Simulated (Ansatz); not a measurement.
**OF2 (oxygen difluoride) at 6 levels**

Wanted: a comparison of 6 runs (BLYP/STO-3G, UB3LYP/STO-3G, r2SCAN/STO-3G, RPA@PBE/STO-3G, BCCD(T)/STO-3G, FCI/STO-3G) of OF2 (oxygen difluoride). 

The calculation is run with Ansatz 0.2.0.

43 further runs of the same task are left out: 6 that didn't finish, 37 set aside as unsound or not needed.

## Step 1: Starting point

OF2 has 3 atoms, charge 0, and is taken as a singlet. As SMILES, `FOF`. The O2–F1 distance was set to 1.726 Å, away from the relaxed value. At this shape a bond of the SMILES string is far longer than usual.

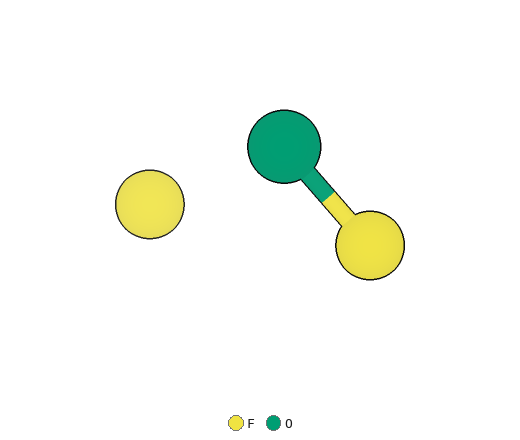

The structure, seen from a chosen angle (fluorine yellow, oxygen teal).

## Step 2: A single-point energy at BLYP/STO-3G (run 1)

in.yaml reads:

```yaml
crystal:
  periodic: [false, false, false]
  atoms:
    - {symbol: F, position_ang: [1.191471, -0.565917, 0.594822]}
    - {symbol: O, position_ang: [0.000520, 0.563910, 0.062040]}
    - {symbol: F, position_ang: [-0.953810, -0.223960, -0.550310]}
basis:
  gaussian: {orbitals: STO-3G}
hamiltonian: {xc: {name: BLYP}}
accuracy: high
```

Command:

```
$ ansatz run in.yaml --threads 1 --pin off --max-ram 3480MiB --events-out events.jsonl --progress --plain --runs-dir runs
```

Output:

```text
Warning: RAYON_NUM_THREADS=1 ignored (pool sized by the plan → 1); use --threads N
Functional definition: BLYP
  name "BLYP"
  parameter beta = 0.0042
  parameter a = 0.04918
  parameter b = 0.132
  parameter c = 0.2533
  parameter d = 0.349
  exchange = b88_x(beta = beta)
  correlation = lyp_c(a = a, b = b, c = c, d = d)
249 factors; integrals over basis functions are off by at most 4.5e-8 eV
mean field evaluation 1: about -7365.8414 eV, gradient 1.6e1 eV
mean field evaluation 2: about -7297.0490 eV, gradient 1.5e2 eV
mean field evaluation 4: about -7366.9094 eV, gradient 2.2e0 eV
mean field evaluation 8: about -7366.8698 eV, gradient 2.2e-1 eV
mean field evaluation 16: about -7366.8700 eV, gradient 2.3e-6 eV
mean field -7366.86999738 eV, -270.7274789600 hartree, gradient 1.2e-8 eV, S^2 0.000000; 0 other end points of the search recorded, 0 dependent functions left out
reference -7366.87001441 eV, -270.7274795856 hartree; 13, 13 occupied and 2, 2 virtual orbitals, 249 factors
Total energy: -7366.87001441 eV, -270.7274795856 hartree
```

Run time: 0.4 s. Hardware: 1 thread of Intel Xeon 6975P-C (Granite Rapids), shared host.

## Step 3: A single-point energy at UB3LYP/STO-3G (run 2)

run.yaml reads:

```yaml
basis:
  gaussian:
    orbitals: STO-3G
crystal:
  periodic: [false, false, false]
  atoms:
    - symbol: F
      position_ang: [1.191471, -0.565917, 0.594822]
    - symbol: O
      position_ang: [0.000520, 0.563910, 0.062040]
    - symbol: F
      position_ang: [-0.953810, -0.223960, -0.550310]
magnetization:
  spin_polarized: true
  initial_magnetization: 0
hamiltonian:
  xc: {name: B3LYP}
accuracy: high
```

Command:

```
$ ansatz run run.yaml --threads 1 --pin off --max-ram 3480MiB --events-out events.jsonl --progress --plain --runs-dir runs
```

Output:

```text
Warning: RAYON_NUM_THREADS=1 ignored (pool sized by the plan → 1); use --threads N
Functional definition: B3LYP
  name "B3LYP"
  parameter a0 = 0.2
  parameter ax = 0.72
  parameter ac = 0.81
  exchange = (1 - a0 - ax)*slater_x + ax*b88_x + a0*exact_x
  correlation = (1 - ac)*vwn_rpa_c + ac*lyp_c
249 factors; integrals over basis functions are off by at most 4.5e-8 eV
mean field evaluation 1: about -7366.2159 eV, gradient 1.4e1 eV
mean field evaluation 2: about -7353.1226 eV, gradient 4.4e1 eV
mean field evaluation 4: about -7367.9597 eV, gradient 4.9e-1 eV
mean field evaluation 8: about -7367.9453 eV, gradient 1.7e-1 eV
mean field evaluation 16: about -7367.9456 eV, gradient 1.1e-7 eV
mean field evaluation 32: about -7367.9464 eV, gradient 6.1e-8 eV
mean field -7367.94643124 eV, -270.7670371747 hartree, gradient 6.1e-8 eV, S^2 0.034383; 6 other end points of the search recorded, 0 dependent functions left out
reference -7367.94644364 eV, -270.7670376301 hartree; 13, 13 occupied and 2, 2 virtual orbitals, 249 factors
Total energy: -7367.94644364 eV, -270.7670376301 hartree
```

Wall time 1.3 s (1 thread of Intel Xeon 6975P-C (Granite Rapids), shared host).

Runs 3 to 5 aren't shown in full; the table further down has their settings and results.

## Step 4: A single-point energy at FCI/STO-3G (run 6)

molecule.yaml reads:

```yaml
crystal:
  periodic: [false, false, false]
  atoms:
    - {symbol: F, position_ang: [1.191471, -0.565917, 0.594822]}
    - {symbol: O, position_ang: [0.000520, 0.563910, 0.062040]}
    - {symbol: F, position_ang: [-0.953810, -0.223960, -0.550310]}
basis:
  gaussian:
    orbitals: STO-3G
correlation:
  method: fci
  frozen_orbitals: {F: 1, O: 1}
accuracy: high
```

Command:

```
$ ansatz run molecule.yaml --threads 1 --pin off --max-ram 3480MiB --events-out events.jsonl --progress --plain --runs-dir runs
```

Output:

```text
Warning: RAYON_NUM_THREADS=1 ignored (pool sized by the plan → 1); use --threads N
Functional definition: HF
  name "HF"
  exchange = exact_x
  correlation = 0
249 factors; integrals over basis functions are off by at most 4.5e-8 eV
mean field evaluation 1: about -7334.4066 eV, gradient 2.7e1 eV
mean field evaluation 2: about -7334.5379 eV, gradient 2.7e1 eV
mean field evaluation 4: about -7338.6949 eV, gradient 1.9e0 eV
mean field evaluation 8: about -7338.7272 eV, gradient 2.8e-4 eV
mean field -7338.72715231 eV, -269.6932484795 hartree, gradient 2.3e-8 eV, S^2 0.000000; 0 other end points of the search recorded, 0 dependent functions left out; unrestricted orbitals would lower it
mean field evaluation 16: about -7339.1347 eV, gradient 2.1e1 eV
unrestricted determinant -7341.19486720 eV, -269.7839353290 hartree, S^2 0.8577
3 core orbitals not correlated: weight in the atoms' cores, before any rotation towards them, 1.000 or more for the frozen orbitals, at most 0.000 for the correlated occupied ones
reference -7338.72715231 eV, -269.6932484795 hartree; 10, 10 occupied and 2, 2 virtual orbitals, 249 factors
state -7344.18138608 eV, -269.8936878734 hartree
Total energy: -7344.18138608 eV, -269.8936878734 hartree
```

Wall time 0.28 s (1 thread of Intel Xeon 6975P-C (Granite Rapids), shared host).

## Step 5: Overview of the runs

```
run           level  frozen core orbitals  energy (Eh)  wall time
  1     BLYP/STO-3G                     –  -270.727480      0.4 s
  2   UB3LYP/STO-3G                     –  -270.767038      1.3 s
  3   r2SCAN/STO-3G                     –  -270.724319     0.83 s
  4  RPA@PBE/STO-3G                     3  -269.954551     0.67 s
  5  BCCD(T)/STO-3G                     3  -269.892070     0.14 s
  6      FCI/STO-3G                     3  -269.893688     0.28 s
```

## Step 6: Summary of results

```
                                          quantity          value
                               run 6: total energy  -269.89369 Eh
run 6: correlation energy (3 core orbitals frozen)     -200.4 mEh
```

Against full CI in this basis: BCCD(T) +1.6 mEh. Totals of different functionals can't be ranked against each other. In runs 4, 5 the log says that unrestricted orbitals would lower the reference, so the values rest on an unstable closed-shell determinant (other closed-shell runs at this shape may share the fault). In runs 1, 2, 3, 4, 5, 6 the basis is minimal, so the values are rough. All runs together took 3.7 s, the longest 1.3 s.
